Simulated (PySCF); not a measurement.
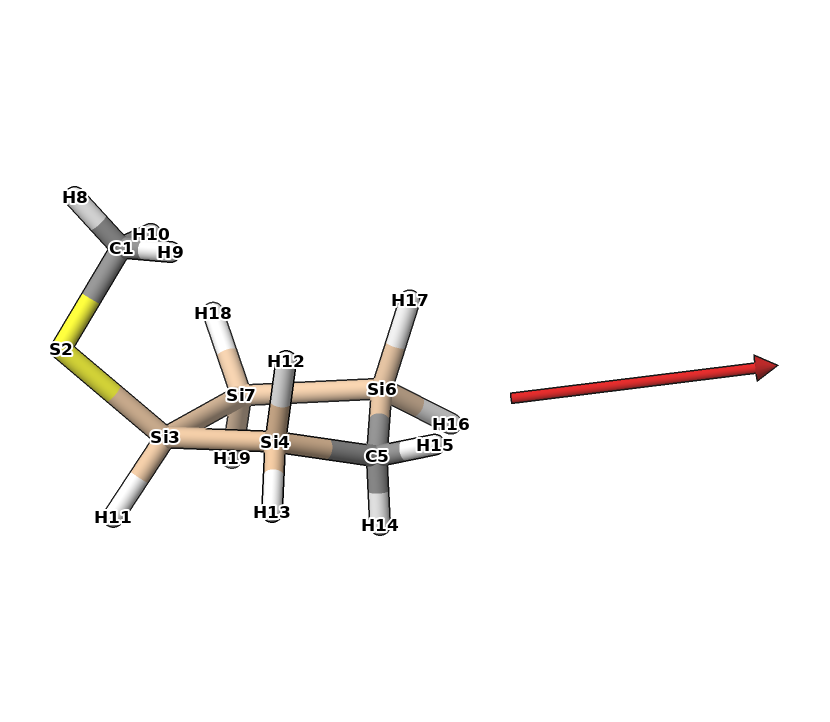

The arrow beside the molecule shows the direction of the dipole moment, from the negative to the positive end (its length means nothing). The computed structure is the end point of a GFN2-xTB optimisation. No frequency run is at hand to confirm it as a minimum. Properties computed with PBE0/pcSseg-1, gas phase (PySCF 2.14.0).

Q: Estimate the dipole moment.

A: 1.70 D; it points from the side of S2 to the side of H16 (the outermost atoms at the two ends).

The geometry is semi-empirical. Around Si such bond lengths and angles can be off by a tenth of an ångström or more and by several degrees, and values that hang on the shape move with them.
